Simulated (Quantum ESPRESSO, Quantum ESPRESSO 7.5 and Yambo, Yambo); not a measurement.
## A GW chain in Yambo: BaTiO3 (P4mm)

Aim: the G0W0 gap of BaTiO3 (P4mm) on PBE with spin-orbit coupling, step by step.

Calculated with Quantum ESPRESSO 7.5 and Yambo 5.3.0; PBE and many-body steps on it, plane waves.

## 1. Set-up

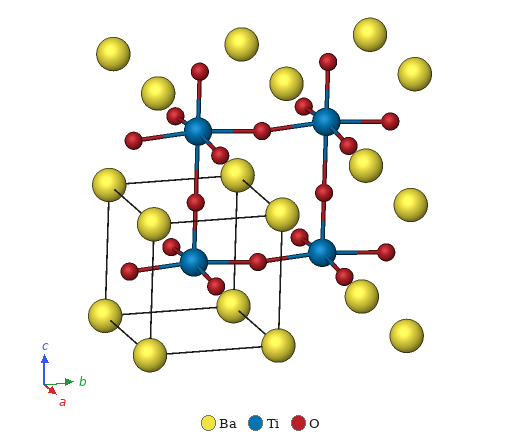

Start, viewed slightly off an axis; barium yellow, titanium blue, oxygen red. 1×2×2 cells are drawn. Some periodic images of atoms are drawn too.

The cell and positions come from the Crystallography Open Database and are kept as given unless a step says otherwise.

## 2. Ground state

This step: Quantum ESPRESSO 7.5; DFT, PBE with spin-orbit coupling, plane waves, norm-conserving pseudopotentials.

The ground-state density comes first.

pw.in

```
&control
  calculation = 'scf'
  prefix = 'x'
  outdir = 'o'
  pseudo_dir = 'pseudo'
  tprnfor = .true.
  tstress = .true.
/
&system
  ibrav = 0
  nat = 5
  ntyp = 3
  ecutwfc = 76.0
  nbnd = 52
  force_symmorphic = .true.
  noncolin = .true.
  lspinorb = .true.
/
&electrons
  conv_thr = 1e-10
  electron_maxstep = 80
  mixing_beta = 0.5
/
ATOMIC_SPECIES
  Ba 137.33 Ba.upf
  Ti 47.867 Ti.upf
  O 15.999 O.upf
CELL_PARAMETERS angstrom
  3.9904800000 0.0000000000 0.0000000000
  0.0000000000 3.9904800000 0.0000000000
  0.0000000000 0.0000000000 4.0230300000
ATOMIC_POSITIONS crystal
  Ba 0.0000000000 0.0000000000 0.0000000000
  Ti 0.5000000000 0.5000000000 0.5220000000
  O 0.5000000000 0.5000000000 0.9790000000
  O 0.5000000000 0.0000000000 0.4880000000
  O 0.0000000000 0.5000000000 0.4880000000
K_POINTS automatic
  6 6 6 0 0 0
```

Started as:

```
> OMP_NUM_THREADS=1 mpirun -n 8 pw.x -nk 8 -in pw.in > pw.out
```

Output:

```text
Program PWSCF v.7.5 starts

     This program is part of the open-source Quantum ESPRESSO suite
     for quantum simulation of materials; please cite
         "P. Giannozzi et al., J. Phys.:Condens. Matter 21 395502 (2009);
         "P. Giannozzi et al., J. Phys.:Condens. Matter 29 465901 (2017);
         "P. Giannozzi et al., J. Chem. Phys. 152 154105 (2020);
     in publications or presentations arising from this work. More details at
     Message from routine setup:
     using ibrav=0 with symmetry is DISCOURAGED, use correct ibrav instead

     G-vector sticks info

     bravais-lattice index     =            0
     lattice parameter (alat)  =       7.5409  a.u.
     unit-cell volume          =     432.3148 (a.u.)^3
     number of atoms/cell      =            5
     number of atomic types    =            3
     number of electrons       =        40.00
     number of Kohn-Sham states=           52
     kinetic-energy cutoff     =      76.0000  Ry
     charge density cutoff     =     304.0000  Ry
     scf convergence threshold =      1.0E-10
     mixing beta               =       0.5000
     number of iterations used =            8  plain     mixing
     Exchange-correlation= PBE
                           (   1   4   3   4   0   0   0)
     Non magnetic calculation with spin-orbit

     celldm(1)=   7.540914  celldm(2)=   0.000000  celldm(3)=   0.000000
     celldm(4)=   0.000000  celldm(5)=   0.000000  celldm(6)=   0.000000

     crystal axes: (cart. coord. in units of alat)
               a(1) = (   1.000000   0.000000   0.000000 )
               a(2) = (   0.000000   1.000000   0.000000 )
               a(3) = (   0.000000   0.000000   1.008157 )

     reciprocal axes: (cart. coord. in units 2 pi/alat)
               b(1) = (  1.000000  0.000000  0.000000 )
               b(2) = (  0.000000  1.000000  0.000000 )
               b(3) = (  0.000000  0.000000  0.991909 )
     Pseudo is Norm-conserving + core correction, Zval = 10.0
     Generated using ONCVPSP code by D. R. Hamann
     Using radial grid of 1958 points, 10 beta functions with:
     Pseudo is Norm-conserving + core correction, Zval = 12.0
     Generated using ONCVPSP code by D. R. Hamann
     Using radial grid of 1586 points, 10 beta functions with:
     Pseudo is Norm-conserving + core correction, Zval =  6.0
     Generated using ONCVPSP code by D. R. Hamann
     Using radial grid of  936 points,  8 beta functions with:
     Ba               10.00   137.33000     Ba( 1.00)
     Ti               12.00    47.86700     Ti( 1.00)
     O                 6.00    15.99900     O ( 1.00)

      8 Sym. Ops. (no inversion) found

   Cartesian axes

     site n.     atom                  positions (alat units)
         1        Ba     tau(   1) = (   0.0000000   0.0000000   0.0000000  )
         2        Ti     tau(   2) = (   0.5000000   0.5000000   0.5262579  )
         3        O      tau(   3) = (   0.5000000   0.5000000   0.9869856  )
         4        O      tau(   4) = (   0.5000000   0.0000000   0.4919806  )
         5        O      tau(   5) = (   0.0000000   0.5000000   0.4919806  )

     number of k points=    40
                       cart. coord. in units 2pi/alat
        k(    1) = (   0.0000000   0.0000000   0.0000000), wk =   0.0046296
        k(    2) = (   0.0000000   0.0000000   0.1653182), wk =   0.0092593
        k(    3) = (   0.0000000   0.0000000   0.3306364), wk =   0.0092593
        k(    4) = (   0.0000000   0.0000000  -0.4959545), wk =   0.0046296
        k(    5) = (   0.0000000   0.1666667   0.0000000), wk =   0.0185185
        k(    6) = (   0.0000000   0.1666667   0.1653182), wk =   0.0370370
        k(    7) = (   0.0000000   0.1666667   0.3306364), wk =   0.0370370
        k(    8) = (   0.0000000   0.1666667  -0.4959545), wk =   0.0185185
        k(    9) = (   0.0000000   0.3333333   0.0000000), wk =   0.0185185
        k(   10) = (   0.0000000   0.3333333   0.1653182), wk =   0.0370370
     [... 28 further rows ...]
        k(   39) = (  -0.5000000  -0.5000000   0.3306364), wk =   0.0092593
        k(   40) = (  -0.5000000  -0.5000000  -0.4959545), wk =   0.0046296

     Dense  grid:    38715 G-vectors     FFT dimensions: (  45,  45,  45)

     Initial potential from superposition of free atoms

     starting charge      39.9818, renormalised to      40.0000
     Starting wfcs are   54 randomized atomic wfcs

     per-process dynamical memory:    98.1 Mb

     Self-consistent Calculation

     iteration #  1     ecut=    76.00 Ry     beta= 0.50

     total energy              =    -273.99665562 Ry
     estimated scf accuracy    <       1.90667926 Ry

     iteration #  2     ecut=    76.00 Ry     beta= 0.50

     total energy              =    -273.55956942 Ry
     estimated scf accuracy    <       6.24853500 Ry

     iteration #  3     ecut=    76.00 Ry     beta= 0.50

     total energy              =    -274.79933518 Ry
     estimated scf accuracy    <       0.32167305 Ry

     iteration #  4     ecut=    76.00 Ry     beta= 0.50

     total energy              =    -274.74990492 Ry
     estimated scf accuracy    <       0.13467354 Ry

     iteration #  5     ecut=    76.00 Ry     beta= 0.50

     total energy              =    -274.78492433 Ry
     estimated scf accuracy    <       0.01678005 Ry

     iteration #  6     ecut=    76.00 Ry     beta= 0.50

     total energy              =    -274.78331227 Ry
     estimated scf accuracy    <       0.00727618 Ry

     iteration #  7     ecut=    76.00 Ry     beta= 0.50

     total energy              =    -274.78398697 Ry
     estimated scf accuracy    <       0.00023183 Ry

     iteration #  8     ecut=    76.00 Ry     beta= 0.50

     total energy              =    -274.78408039 Ry
     estimated scf accuracy    <       0.00014726 Ry

     iteration #  9     ecut=    76.00 Ry     beta= 0.50

     total energy              =    -274.78407515 Ry
     estimated scf accuracy    <       0.00003294 Ry

     iteration # 10     ecut=    76.00 Ry     beta= 0.50

     total energy              =    -274.78408088 Ry
     estimated scf accuracy    <       0.00000008 Ry

     iteration # 11     ecut=    76.00 Ry     beta= 0.50

     total energy              =    -274.78408094 Ry
     estimated scf accuracy    <       0.00000002 Ry

     iteration # 12     ecut=    76.00 Ry     beta= 0.50

     total energy              =    -274.78408094 Ry
     estimated scf accuracy    <          7.1E-09 Ry

     iteration # 13     ecut=    76.00 Ry     beta= 0.50

     total energy              =    -274.78408094 Ry
     estimated scf accuracy    <          1.9E-10 Ry

     iteration # 14     ecut=    76.00 Ry     beta= 0.50

     End of self-consistent calculation

          k = 0.0000 0.0000 0.0000 (  4865 PWs)   bands (ev):

   -45.9781 -45.9781 -22.6814 -22.6814 -22.0474 -22.0474 -21.9997 -21.9997
   -14.3260 -14.3260  -6.4050  -6.4050  -5.7841  -5.7841  -5.6634  -5.6634
    -0.8610  -0.8610   1.0536   1.0536   1.0538   1.0538   8.0002   8.0002
     8.2093   8.2093   8.2302   8.2302   9.0840   9.0840   9.0995   9.0995
     9.3165   9.3165  10.0075  10.0075  10.1356  10.1356  10.1717  10.1717
    12.3485  12.3485  12.7047  12.7047  12.7289  12.7289  14.6216  14.6216
    14.8212  14.8212  15.4527  15.4528

          k = 0.0000 0.0000 0.1653 (  4845 PWs)   bands (ev):

   -45.9778 -45.9778 -22.6857 -22.6857 -22.0553 -22.0553 -21.9992 -21.9992
   -14.2977 -14.2977  -6.4045  -6.4045  -5.7855  -5.7855  -5.6551  -5.6551
    -0.8035  -0.8035   1.0974   1.0974   1.1451   1.1451   7.6464   7.6464
     8.0262   8.0262   8.1353   8.1353   8.8263   8.8263   8.8620   8.8620
[...]
15.4203  15.4203  15.9432  15.9432

          k = 0.0000 0.0000 0.3306 (  4857 PWs)   bands (ev):

[...]
-14.2399 -14.2399  -6.5092  -6.5092  -5.6624  -5.6624  -5.6383  -5.6383
    -0.6950  -0.6950   1.1884   1.1884   1.3332   1.3332   6.7856   6.7856
     7.8106   7.8106   7.8601   7.8601   8.4801   8.4801   8.5792   8.5792
     8.7043   8.7043   8.8561   8.8561   9.8436   9.8436   9.8904   9.8904
    12.4611  12.4611  13.8261  13.8261  13.8504  13.8504  14.6199  14.6199
    16.3185  16.3185  17.2751  17.2759

          k = 0.0000 0.0000-0.4960 (  4846 PWs)   bands (ev):

     [... further k-points ...]

     highest occupied, lowest unoccupied level (ev):    10.4978   12.3485

!    total energy              =    -274.78408094 Ry
     estimated scf accuracy    <          5.5E-12 Ry

     The total energy is the sum of the following terms:
     one-electron contribution =     -71.54918896 Ry
     hartree contribution      =      59.90235455 Ry
     xc contribution           =     -56.15208559 Ry
     ewald contribution        =    -206.98516095 Ry

     convergence has been achieved in  14 iterations

     Forces acting on atoms (cartesian axes, Ry/au):

     atom    1 type  1   force =     0.00000000    0.00000000    0.00563188
     atom    2 type  2   force =     0.00000000    0.00000000   -0.00752861
     atom    3 type  3   force =     0.00000000    0.00000000    0.00005486
     atom    4 type  3   force =     0.00000000    0.00000000    0.00092094
     atom    5 type  3   force =     0.00000000    0.00000000    0.00092094

     Total force =     0.009492     Total SCF correction =     0.000001

     Computing stress (Cartesian axis) and pressure

          total   stress  (Ry/bohr**3)                   (kbar)     P=       39.67
   0.00021855   0.00000000   0.00000000           32.15        0.00        0.00
   0.00000000   0.00021855   0.00000000            0.00       32.15        0.00
   0.00000000   0.00000000   0.00037194            0.00        0.00       54.71

     XML data file, charge density, pseudopotentials, collected wavefunctions

=------------------------------------------------------------------------------=
   JOB DONE.
=------------------------------------------------------------------------------=
```

Wall time 2.9 min (8 MPI ranks of Arm Neoverse N1, shared host); peak memory 1.3 GiB.

Numbers from this step:

```yaml
total_energy: -3738.6279 eV
gap: 1.851 eV
k_of_the_valence_top: -0.5, -0.5, -0.5
k_of_the_conduction_bottom: 0, 0, 0
least_direct_gap: 2.177 eV
pressure: 3.967 GPa
```

The gap is indirect, with the least direct gap 0.33 eV higher.

## 3. Bands along the symmetry lines

Levels along a band path, at the cheap level, show where the edges lie and whether the meshes to come will hold them.

pw.in

```
&control
  calculation = 'bands'
  prefix = 'x'
  outdir = 'o'
  pseudo_dir = 'pseudo'
/
&system
  ibrav = 0
  nat = 5
  ntyp = 3
  ecutwfc = 76.0
  nbnd = 52
  force_symmorphic = .true.
  noncolin = .true.
  lspinorb = .true.
/
&electrons
  conv_thr = 1e-9
  electron_maxstep = 80
  diago_full_acc = .true.
  diago_thr_init = 5e-6
/
ATOMIC_SPECIES
  Ba 137.33 Ba.upf
  Ti 47.867 Ti.upf
  O 15.999 O.upf
CELL_PARAMETERS angstrom
  3.9904800000 0.0000000000 0.0000000000
  0.0000000000 3.9904800000 0.0000000000
  0.0000000000 0.0000000000 4.0230300000
ATOMIC_POSITIONS crystal
  Ba 0.0000000000 0.0000000000 0.0000000000
  Ti 0.5000000000 0.5000000000 0.5220000000
  O 0.5000000000 0.5000000000 0.9790000000
  O 0.5000000000 0.0000000000 0.4880000000
  O 0.0000000000 0.5000000000 0.4880000000
K_POINTS crystal
  75
  0.00000000 0.00000000 0.00000000 1
  0.00000000 0.06250000 0.00000000 1
  0.00000000 0.12500000 0.00000000 1
  0.00000000 0.18750000 0.00000000 1
  0.00000000 0.25000000 0.00000000 1
  0.00000000 0.31250000 0.00000000 1
  0.00000000 0.37500000 0.00000000 1
  0.00000000 0.43750000 0.00000000 1
  0.00000000 0.50000000 0.00000000 1
  0.06250000 0.50000000 0.00000000 1
  0.12500000 0.50000000 0.00000000 1
  0.18750000 0.50000000 0.00000000 1
  0.25000000 0.50000000 0.00000000 1
  0.31250000 0.50000000 0.00000000 1
  0.37500000 0.50000000 0.00000000 1
  0.43750000 0.50000000 0.00000000 1
  0.50000000 0.50000000 0.00000000 1
  0.43750000 0.43750000 0.00000000 1
  0.37500000 0.37500000 0.00000000 1
  0.31250000 0.31250000 0.00000000 1
  0.25000000 0.25000000 0.00000000 1
  0.18750000 0.18750000 0.00000000 1
  0.12500000 0.12500000 0.00000000 1
  0.06250000 0.06250000 0.00000000 1
  0.00000000 0.00000000 0.00000000 1
  0.00000000 0.00000000 0.06250000 1
  0.00000000 0.00000000 0.12500000 1
  0.00000000 0.00000000 0.18750000 1
  0.00000000 0.00000000 0.25000000 1
  0.00000000 0.00000000 0.31250000 1
  0.00000000 0.00000000 0.37500000 1
  0.00000000 0.00000000 0.43750000 1
  0.00000000 0.00000000 0.50000000 1
  0.00000000 0.06250000 0.50000000 1
  0.00000000 0.12500000 0.50000000 1
  0.00000000 0.18750000 0.50000000 1
  0.00000000 0.25000000 0.50000000 1
  0.00000000 0.31250000 0.50000000 1
  0.00000000 0.37500000 0.50000000 1
  0.00000000 0.43750000 0.50000000 1
  0.00000000 0.50000000 0.50000000 1
  0.06250000 0.50000000 0.50000000 1
  0.12500000 0.50000000 0.50000000 1
  0.18750000 0.50000000 0.50000000 1
  0.25000000 0.50000000 0.50000000 1
  0.31250000 0.50000000 0.50000000 1
  0.37500000 0.50000000 0.50000000 1
  0.43750000 0.50000000 0.50000000 1
  0.50000000 0.50000000 0.50000000 1
  0.43750000 0.43750000 0.50000000 1
  0.37500000 0.37500000 0.50000000 1
  0.31250000 0.31250000 0.50000000 1
  0.25000000 0.25000000 0.50000000 1
  0.18750000 0.18750000 0.50000000 1
  0.12500000 0.12500000 0.50000000 1
  0.06250000 0.06250000 0.50000000 1
  0.00000000 0.00000000 0.50000000 1
  0.00000000 0.50000000 0.00000000 1
  0.00000000 0.50000000 0.06250000 1
  0.00000000 0.50000000 0.12500000 1
  0.00000000 0.50000000 0.18750000 1
  0.00000000 0.50000000 0.25000000 1
  0.00000000 0.50000000 0.31250000 1
  0.00000000 0.50000000 0.37500000 1
  0.00000000 0.50000000 0.43750000 1
  0.00000000 0.50000000 0.50000000 1
  0.50000000 0.50000000 0.00000000 1
  0.50000000 0.50000000 0.06250000 1
  0.50000000 0.50000000 0.12500000 1
  0.50000000 0.50000000 0.18750000 1
  0.50000000 0.50000000 0.25000000 1
  0.50000000 0.50000000 0.31250000 1
  0.50000000 0.50000000 0.37500000 1
  0.50000000 0.50000000 0.43750000 1
  0.50000000 0.50000000 0.50000000 1
```

Output:

```text
[banner, memory and clock lines left out]
Program PWSCF v.7.5 starts

     Atomic positions and unit cell read from directory:
     o/x.save/

     Message from routine setup:
     using ibrav=0 with symmetry is DISCOURAGED, use correct ibrav instead

     G-vector sticks info

     bravais-lattice index     =            0
     lattice parameter (alat)  =       7.5409  a.u.
     unit-cell volume          =     432.3148 (a.u.)^3
     number of atoms/cell      =            5
     number of atomic types    =            3
     number of electrons       =        40.00
     number of Kohn-Sham states=           52
     kinetic-energy cutoff     =      76.0000  Ry
     charge density cutoff     =     304.0000  Ry
     Exchange-correlation= PBE
                           (   1   4   3   4   0   0   0)
     Non magnetic calculation with spin-orbit

     celldm(1)=   7.540914  celldm(2)=   0.000000  celldm(3)=   0.000000
     celldm(4)=   0.000000  celldm(5)=   0.000000  celldm(6)=   0.000000

     crystal axes: (cart. coord. in units of alat)
               a(1) = (   1.000000   0.000000   0.000000 )
               a(2) = (   0.000000   1.000000   0.000000 )
               a(3) = (   0.000000   0.000000   1.008157 )

     reciprocal axes: (cart. coord. in units 2 pi/alat)
               b(1) = (  1.000000  0.000000  0.000000 )
               b(2) = (  0.000000  1.000000  0.000000 )
               b(3) = (  0.000000  0.000000  0.991909 )
     Pseudo is Norm-conserving + core correction, Zval = 10.0
     Generated using ONCVPSP code by D. R. Hamann
     Using radial grid of 1958 points, 10 beta functions with:
     Pseudo is Norm-conserving + core correction, Zval = 12.0
     Generated using ONCVPSP code by D. R. Hamann
     Using radial grid of 1586 points, 10 beta functions with:
     Pseudo is Norm-conserving + core correction, Zval =  6.0
     Generated using ONCVPSP code by D. R. Hamann
     Using radial grid of  936 points,  8 beta functions with:
     Ba               10.00   137.33000     Ba( 1.00)
     Ti               12.00    47.86700     Ti( 1.00)
     O                 6.00    15.99900     O ( 1.00)

      8 Sym. Ops. (no inversion) found

   Cartesian axes

     site n.     atom                  positions (alat units)
         1        Ba     tau(   1) = (   0.0000000   0.0000000   0.0000000  )
         2        Ti     tau(   2) = (   0.5000000   0.5000000   0.5262579  )
         3        O      tau(   3) = (   0.5000000   0.5000000   0.9869856  )
         4        O      tau(   4) = (   0.5000000   0.0000000   0.4919806  )
         5        O      tau(   5) = (   0.0000000   0.5000000   0.4919806  )

     number of k points=    75
                       cart. coord. in units 2pi/alat
        k(    1) = (   0.0000000   0.0000000   0.0000000), wk =   0.0133333
        k(    2) = (   0.0000000   0.0625000   0.0000000), wk =   0.0133333
        k(    3) = (   0.0000000   0.1250000   0.0000000), wk =   0.0133333
[...]
[... 63 further rows ...]
        k(   74) = (   0.5000000   0.5000000   0.4339602), wk =   0.0133333
        k(   75) = (   0.5000000   0.5000000   0.4959545), wk =   0.0133333

     Dense  grid:    38715 G-vectors     FFT dimensions: (  45,  45,  45)

     The potential is recalculated from file :
     o/x.save/charge-density

     Starting wfcs are   54 randomized atomic wfcs

     Band Structure Calculation

     End of band structure calculation

          k = 0.0000 0.0000 0.0000 (  4865 PWs)   bands (ev):

   -45.9780 -45.9780 -22.6814 -22.6814 -22.0473 -22.0473 -21.9997 -21.9997
   -14.3260 -14.3260  -6.4050  -6.4050  -5.7841  -5.7841  -5.6634  -5.6634
    -0.8610  -0.8610   1.0536   1.0536   1.0538   1.0538   8.0003   8.0003
[...]
14.8213  14.8213  15.4528  15.4539

          k = 0.0000 0.0625 0.0000 (  4869 PWs)   bands (ev):

[...]
14.8650  14.8683  15.5301  15.5307

          k = 0.0000 0.1250 0.0000 (  4855 PWs)   bands (ev):

[...]
15.1081  15.1145  15.7534  15.7546

[...]
k = 0.5000 0.5000 0.4340 (  4804 PWs)   bands (ev):

[...]
17.3025  17.3026  17.3597  17.3597

          k = 0.5000 0.5000 0.4960 (  4800 PWs)   bands (ev):

[...]
8.2168   8.2168  10.3157  10.3157  10.3266  10.3266  10.4978  10.4978
    14.7439  14.7439  14.7538  14.7538  14.7645  14.7645  16.9702  16.9702
    17.2072  17.2072  17.2631  17.2631

     XML data file, pseudopotentials, collected wavefunctions
```

Wall time 76 s (8 MPI ranks); peak memory 0.89 GiB.

Numbers from this step:

```
gap                        : 1.851 eV
k of the valence top       : 0.5, 0.5, 0.5
k of the conduction bottom : 0, 0, 0
least direct gap           : 2.177 eV
```

The gap is 1.851 eV, as in the run before at this level.

The electronic bands at the labelled points (eV, zero at the top of the highest filled band):

```tsv
point	band 37	band 38	band 39	band 40	band 41	band 42	band 43	band 44
Γ	-0.36	-0.36	-0.33	-0.33	1.85	1.85	2.21	2.21
X	-1.13	-1.13	-0.97	-0.97	2.34	2.34	3.57	3.57
M	-1.01	-1.01	-0.07	-0.07	3.65	3.65	3.67	3.67
Γ	-0.36	-0.36	-0.33	-0.33	1.85	1.85	2.21	2.21
Z	-0.73	-0.73	-0.69	-0.69	2.00	2.00	3.67	3.67
R	-0.83	-0.83	-0.25	-0.25	3.60	3.60	3.70	3.70
A	-0.17	-0.17	0.00	0.00	4.25	4.25	4.26	4.26
Z	-0.73	-0.73	-0.69	-0.69	2.00	2.00	3.67	3.67
jump to X	-1.13	-1.13	-0.97	-0.97	2.34	2.34	3.57	3.57
R	-0.83	-0.83	-0.25	-0.25	3.60	3.60	3.70	3.70
jump to M	-1.01	-1.01	-0.07	-0.07	3.65	3.65	3.67	3.67
A	-0.17	-0.17	0.00	0.00	4.25	4.25	4.26	4.26
```

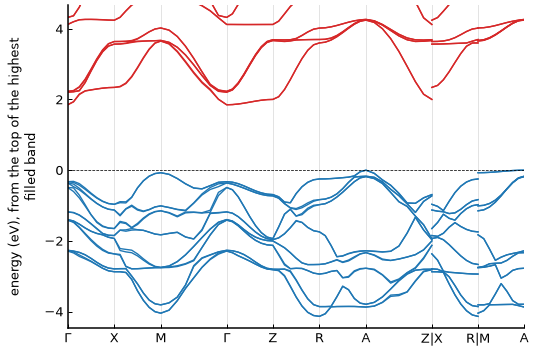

Electronic bands along the path; lines of filled and empty bands in two colours.

(Continued in part 2 of 3.)

[Paths, hosts, dates, memory and timing lines, banners, echoed tables and standing remarks are left out of the program output.]

[Logs are printed without paths, hosts, clocks, repeated set-up lines and the standing remarks that a program may print on its own settings, such as how far it seeks lower states.]

[Runs of the session that timed out or met a known fault of the program may be left out.]

[Hosts, paths, dates, database ids (printed as entryN), source tags and the programs' standing remarks are cut or masked in the printed files.]
